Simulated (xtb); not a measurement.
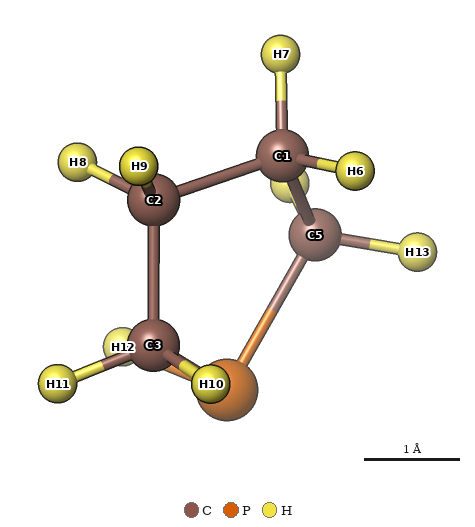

The structure (ball-and-stick view, seen at a tilt; atoms are numbered from 1 in the order of the input). Bond lengths as drawn: C–C 1.53 to 1.54 Å, C–H 1.09 Å, C–P 1.87 to 1.88 Å and H–P 1.41 Å.

# C₄H₉P: frequency calculation (part 1 of 2)

C₄H₉P, computed with GFN1-xTB (xtb 6.7.1 later snapshot).

The geometry was optimised with GFN1-xTB.

### What the program printed
```
* xtb version 6.7.1
   ID    Z sym.   atoms
    1    6 C      1-3, 5
    2   15 P      4
    3    1 H      6-14
mass of atom  6  changed to 2.0141000000000000
mass of atom  7  changed to 2.0141000000000000
mass of atom  8  changed to 2.0141000000000000
mass of atom  9  changed to 2.0141000000000000
mass of atom  10  changed to 2.0141000000000000
mass of atom  11  changed to 2.0141000000000000
mass of atom  12  changed to 2.0141000000000000
mass of atom  13  changed to 2.0141000000000000
mass of atom  14  changed to 2.0141000000000000

           -------------------------------------------------
          |                Calculation Setup                |
           -------------------------------------------------

          program call               : xtb mol.xyz --input detailed.inp --hess --gfn1 --uhf 0
          coordinate file            : mol.xyz
          omp threads                :                     1

########################################################################
[WARNING] Please study the warnings concerning your input carefully
-1- prog_main_parseArguments: The use of '--gfn1' is discouraged, please use '--gfn 1' next time
########################################################################

           -------------------------------------------------
          |                 G F N 1 - x T B                 |
           -------------------------------------------------

      * Hamiltonian:
        H0-scaling (s, p, d)           1.850000    2.250000    2.000000
        zeta-weighting                 0.000000
      * Dispersion:
        s8                             2.400000
        a1                             0.630000
        a2                             5.000000
        s9                             0.000000
      * Repulsion:
        kExp                           1.500000
        rExp                           1.000000
      * Coulomb:
        alpha                          2.000000
        third order                    atomic
        anisotropic                    false
      * Halogen bond correction:
        rad-scale                      1.300000
        damping                        0.440000

          ...................................................
          :                      SETUP                      :
          :.................................................:
          :  # basis functions                  44          :
          :  # atomic orbitals                  43          :
          :  # shells                           29          :
          :  # electrons                        30          :
          :  # halogen bonds                     0          :
          :  max. iterations                   250          :
          :  Hamiltonian                  GFN1-xTB          :
          :  restarted?                      false          :
          :  GBSA solvation                  false          :
          :  PC potential                    false          :
          :  electronic temp.          300.0000000     K    :
          :  accuracy                    1.0000000          :
          :  -> integral cutoff          0.2500000E+02      :
          :  -> integral neglect         0.1000000E-07      :
          :  -> SCF convergence          0.1000000E-05 Eh   :
          :  -> wf. convergence          0.2000000E-04 e    :
          :  Broyden damping             0.4000000          :
          :  net charge                          0          :
          :  unpaired electrons                  0          :
          ...................................................

 iter      E             dE          RMSdq      gap      omega  full diag
   1    -16.0976040 -0.160976E+02  0.754E+00    5.74       0.0  T
   2    -16.1230649 -0.254609E-01  0.453E+00    5.68       1.0  T
   3    -16.0632046  0.598603E-01  0.178E+00    5.78       1.0  T
   4    -16.1316305 -0.684259E-01  0.202E-01    5.72       1.0  T
   5    -16.1319952 -0.364671E-03  0.117E-02    5.72       2.3  T
   6    -16.1319968 -0.158339E-05  0.108E-02    5.72       2.5  T
   7    -16.1319994 -0.262737E-05  0.164E-03    5.72      16.3  T
   8    -16.1319994 -0.259934E-07  0.531E-04    5.72      50.3  T
   9    -16.1319994 -0.352916E-08  0.184E-04    5.72     145.0  T
  10    -16.1319994 -0.897870E-09  0.651E-05    5.72     410.4  T

   *** convergence criteria satisfied after 10 iterations ***

         #    Occupation            Energy/Eh            Energy/eV
      -------------------------------------------------------------
         1        2.0000           -0.7444521             -20.2576
       ...           ...                  ...                  ...
         9        2.0000           -0.5093102             -13.8590
        10        2.0000           -0.4790397             -13.0353
        11        2.0000           -0.4786383             -13.0244
        12        2.0000           -0.4659734             -12.6798
        13        2.0000           -0.4585762             -12.4785
        14        2.0000           -0.4534385             -12.3387
        15        2.0000           -0.4130332             -11.2392 (HOMO)
        16                         -0.2027214              -5.5163 (LUMO)
        17                         -0.1875286              -5.1029
        18                         -0.1067788              -2.9056
        19                         -0.1050123              -2.8575
        20                         -0.0979836              -2.6663
       ...                                ...                  ...
        43                          1.0117903              27.5322
      -------------------------------------------------------------
                  HL-Gap            0.2103118 Eh            5.7229 eV
             Fermi-level           -0.3078773 Eh           -8.3778 eV

 SCC (total)                   0 d,  0 h,  0 min,  0.011 sec
 SCC setup                      ...        0 min,  0.000 sec (  0.860%)
 Dispersion                     ...        0 min,  0.000 sec (  0.396%)
 classical contributions        ...        0 min,  0.000 sec (  0.109%)
 integral evaluation            ...        0 min,  0.002 sec ( 22.531%)
 iterations                     ...        0 min,  0.004 sec ( 32.327%)
 molecular gradient             ...        0 min,  0.005 sec ( 42.564%)
 printout                       ...        0 min,  0.000 sec (  1.027%)

         :::::::::::::::::::::::::::::::::::::::::::::::::::::
         ::                     SUMMARY                     ::
         :::::::::::::::::::::::::::::::::::::::::::::::::::::
         :: total energy             -15.948304526618 Eh    ::
         :: gradient norm              0.000021150528 Eh/a0 ::
         :: HOMO-LUMO gap              5.722875062341 eV    ::
         ::.................................................::
         :: SCC energy               -16.131999437768 Eh    ::
         :: -> electrostatic           0.000472754911 Eh    ::
         :: repulsion energy           0.189213190715 Eh    ::
         :: dispersion energy         -0.005518279566 Eh    ::
         :: halogen bond corr.         0.000000000000 Eh    ::
         :: add. restraining           0.000000000000 Eh    ::
         :: total charge               0.000000000000 e     ::
         :::::::::::::::::::::::::::::::::::::::::::::::::::::

           -------------------------------------------------
          |                Numerical Hessian                |
           -------------------------------------------------
step length          :   0.00500
SCC accuracy         :   0.30000
Hessian scale factor :   1.00000
frozen atoms in %    :   0.00000    0
RMS gradient         :   0.00002
estimated CPU  time      0.01 min

writing file <hessian>, containing the non-mass-weighted Hessian matrix in atomic units (Eₕ/Bohr²).

 projected vibrational frequencies (cm⁻¹)
eigval :       -0.00    -0.00    -0.00     0.00     0.00     0.00
eigval :       75.33   178.40   384.17   432.46   528.42   555.60
eigval :      615.78   623.59   659.44   703.27   712.08   752.86
eigval :      761.77   771.36   777.05   792.96   896.89   933.42
eigval :      982.48  1013.93  1033.53  1057.18  1064.56  1078.16
eigval :     1140.52  1165.50  1195.95  1586.65  2180.32  2183.61
eigval :     2184.46  2189.44  2240.33  2242.58  2247.43  2254.37
           -------------------------------------------------
          |                Property Printout                |
           -------------------------------------------------

    * Orbital Energies and Occupations

         #    Occupation            Energy/Eh            Energy/eV
      -------------------------------------------------------------
         1        2.0000           -0.7444545             -20.2576
       ...           ...                  ...                  ...
         3        2.0000           -0.6319562             -17.1964
         4        2.0000           -0.6009066             -16.3515
         5        2.0000           -0.5900205             -16.0553
         6        2.0000           -0.5588707             -15.2076
         7        2.0000           -0.5454422             -14.8422
         8        2.0000           -0.5281839             -14.3726
         9        2.0000           -0.5093106             -13.8590
        10        2.0000           -0.4790397             -13.0353
        11        2.0000           -0.4786383             -13.0244
        12        2.0000           -0.4659734             -12.6798
        13        2.0000           -0.4585768             -12.4785
        14        2.0000           -0.4534393             -12.3387
        15        2.0000           -0.4130347             -11.2392 (HOMO)
        16                         -0.2027231              -5.5164 (LUMO)
        17                         -0.1875305              -5.1030
        18                         -0.1067787              -2.9056
        19                         -0.1050122              -2.8575
        20                         -0.0979837              -2.6663
        21                         -0.0913706              -2.4863
        22                         -0.0773572              -2.1050
        23                         -0.0726761              -1.9776
        24                         -0.0608746              -1.6565
        25                         -0.0427690              -1.1638
        26                         -0.0384301              -1.0457
       ...                                ...                  ...
        43                          1.0117884              27.5322
      -------------------------------------------------------------
                  HL-Gap            0.2103116 Eh            5.7229 eV
             Fermi-level           -0.3078789 Eh           -8.3778 eV

  Mulliken/CM5 charges         n(s)   n(p)   n(d)
     1     -0.04129 -0.14713   1.033  3.008  0.000
     2     -0.04089 -0.14635   1.033  3.008  0.000
     3     -0.07375 -0.14924   1.036  3.038  0.000
     4      0.01830 -0.15148   1.806  3.067  0.109
     5     -0.07733 -0.15351   1.037  3.040  0.000
     6      0.02287  0.07832   0.977  0.000  0.000
     7      0.02433  0.07865   0.976  0.000  0.000
     8      0.02187  0.07779   0.978  0.000  0.000
     9      0.02423  0.07846   0.976  0.000  0.000
    10      0.02679  0.08447   0.973  0.000  0.000
    11      0.03119  0.08778   0.969  0.000  0.000
    12      0.00768  0.09246   0.992  0.000  0.000
    13      0.02581  0.08270   0.974  0.000  0.000
    14      0.03019  0.08709   0.970  0.000  0.000

Wiberg/Mayer (AO) data.
largest (>0.10) Wiberg bond orders for each atom

 ---------------------------------------------------------------------------
     #   Z sym  total        # sym  WBO       # sym  WBO       # sym  WBO
```
